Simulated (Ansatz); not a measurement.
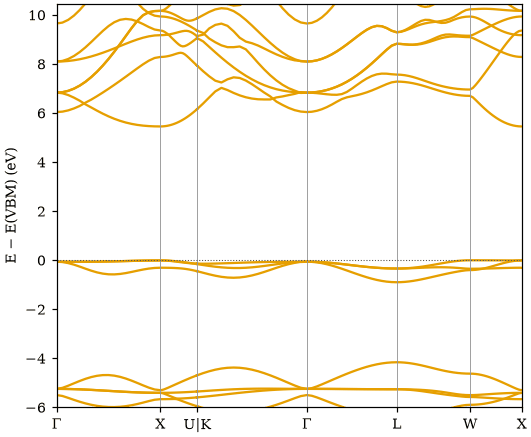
Figure. Band structure from PBEsol (plane waves, PAW; program Ansatz)

Q: Read off the gap and where the band edges lie.

A: About 5.5 eV (5.46 eV by a search for the band edges); maximum at W, minimum at X.

Q: Which compound is it?
A) CsBH4, F-43m (Cs on 4a, B on 4b, H on 16e)
B) RbBr, rock salt
C) ZnSO4, F-43m (Zn on 4c, S on 4a, O on 16e)
D) Cs2KInCl6, Fm-3m (K on 4b, Cs on 8c, In on 4a, Cl on 24e)

A: A, CsBH4, F-43m (Cs on 4a, B on 4b, H on 16e)

The first step of the workflow began from a Materials Project structure, measured or hypothetical; the Crystallography Open Database copy checked does not list it. Whether it is the stable phase at ambient conditions was not checked. The PBEsol relaxation kept the symmetry of its start; its stability against distortions is not shown here. Scalar-relativistic: spin–orbit coupling is off unless named, which matters more the heavier the elements.

Potentials: the later of the program's two PAW sets.
